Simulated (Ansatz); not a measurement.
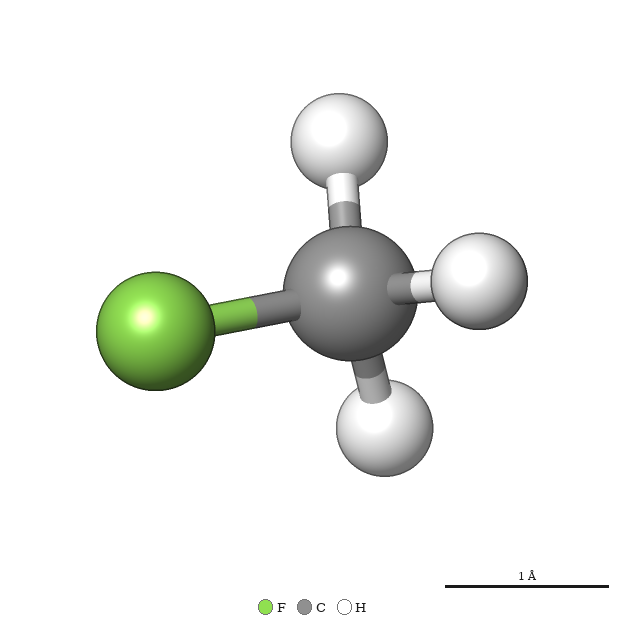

The picture shows a molecular structure as a ball-and-stick model. Every bond is drawn as one stick, whatever its order.

Identify the structure.

Formula CH₃F. The point group is C3v. Coordination: 1 C tetrahedral.

The parts below concern this one geometry. Atoms keep their numbers from picture to picture. Computed geometry: PBE0-D4/def2-TZVP optimisation.

### Electronic properties

Level of theory: RKS PBE0-D4/def2-TZVP (Ansatz 0.2.0).

Predict the main results.

- dipole moment: 1.79 D
- harmonic zero-point energy: 103.3 kJ/mol

### Vibrations

Harmonic vibrations computed with RKS PBE0-D4/def2-TZVP (Ansatz 0.2.0) at a stationary point of the same level.

> How many vibrational modes are there, and where do they lie?

9 modes: 1097, 1199, 1199, 1485, 1489, 1489, 3043, 3131, 3131 cm⁻¹.

### Thermal motion

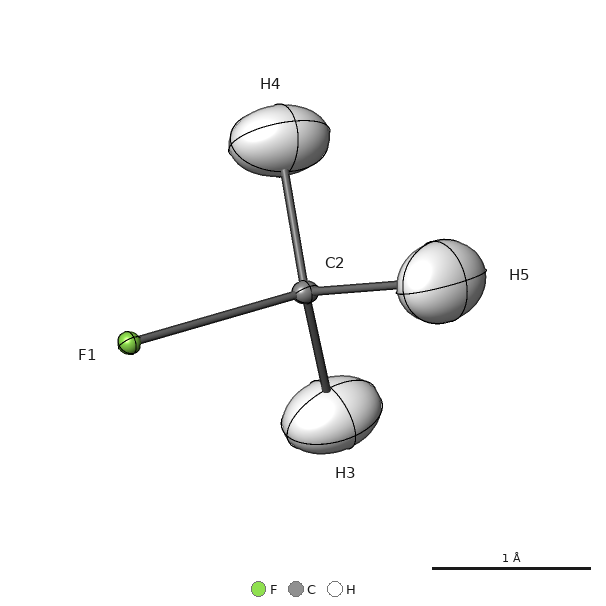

Displacement ellipsoids at the 50 % level, enlarged 2 times, from the internal vibrations of the free molecule (harmonic, no overall translation or rotation; no half-axis is drawn under 0.075 Å). Vibrations computed with RKS PBE0-D4/def2-TZVP (Ansatz 0.2.0). Temperature: 600 K.

> Which atom has the largest mean-square displacement?

H3, H4, H5, with U_eq = 0.0082 Å².

> Does H4 move more along its bond or across it?

Across it: the root-mean-square amplitude is 0.073 Å along the bond and up to 0.111 Å across, since bending and torsion are softer than stretching.

List U_eq and the three principal root-mean-square amplitudes for each kind of atom.

| atom | U_eq (Å²) | rms amplitudes (Å) |
| --- | --- | --- |
| F1 | 0.00016 | 0.006, 0.006, 0.020 |
| C2 | 0.00050 | 0.018, 0.018, 0.030 |
| H3, H4, H5 | 0.0082 | 0.072, 0.084, 0.111 |
